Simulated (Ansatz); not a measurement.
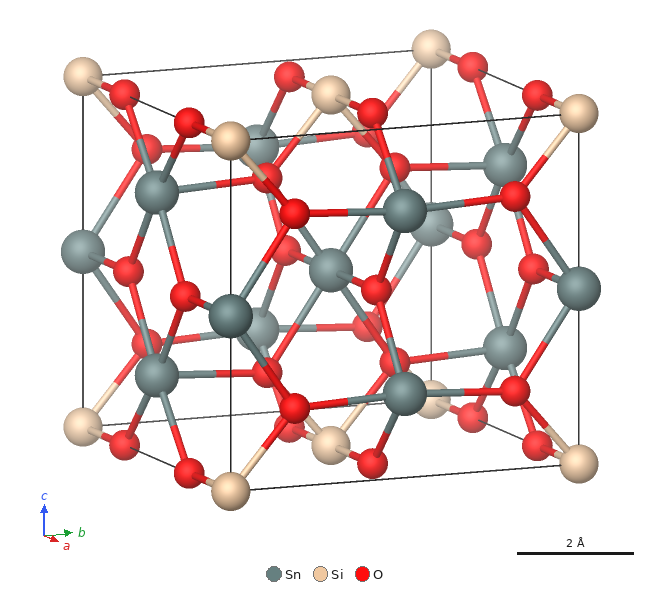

Crystal structure, ball-and-stick style, seen slightly off an axis. The conventional unit cell is outlined; an atom on or near a face, edge or corner is repeated at each equivalent position.

SiSn3O8, space group Cmmm (No. 65), a = 6.514 Å, b = 6.529 Å, c = 6.155 Å, α = 90.00°, β = 90.00°, γ = 90.00°. Origin of the cell: a structure type filled with these elements by a generator (whether the compound takes this form wasn't checked). Earlier steps of the study may have refined or changed the cell and positions. It was run through Ansatz as a DFT input.

This one geometry was computed with Ansatz (DFT, plane waves, PAW) at five levels of theory: PBE0, HSE06, PBE, r2SCAN and PBE with spin-orbit coupling. It was relaxed beforehand with r2SCAN.

Q: Which level gives the highest pressure at this volume, and what does that say about its equilibrium volume?

A: Highest: PBE (8.2 GPa) and PBE with spin-orbit coupling (8.1 GPa), which points to the largest equilibrium volume. Lowest, with the smallest volume: PBE0 (-1.7 GPa) and HSE06 (-1.6 GPa). Levels within 0.5 GPa of each other can't be told apart.

Q: How does the band gap change with the level of theory?

A: PBE: a gap of 1.43 eV, direct; PBE with spin-orbit coupling: a gap of 1.44 eV, direct; r2SCAN: a gap of 2.11 eV, direct; HSE06: a gap of 3.21 eV, direct; PBE0: a gap of 3.94 eV, direct.

Q: Collect the results in a table.

A:
| level | cutoff (eV) | k-mesh of the run's cell | gap (eV) | pressure (GPa) |
| --- | --- | --- | --- | --- |
| PBE0 | 420 | 4×4×2 | 3.94 | -1.7 |
| HSE06 | 420 | 4×4×2 | 3.21 | -1.6 |
| PBE | 420 | 6×6×4 | 1.43 | 8.2 |
| r2SCAN | 500 | 6×6×4 | 2.11 | 0.0 |
| PBE with spin-orbit coupling | 420 | 6×6×4 | 1.44 | 8.1 |

Gaps are taken on the k-mesh or band path of each run.
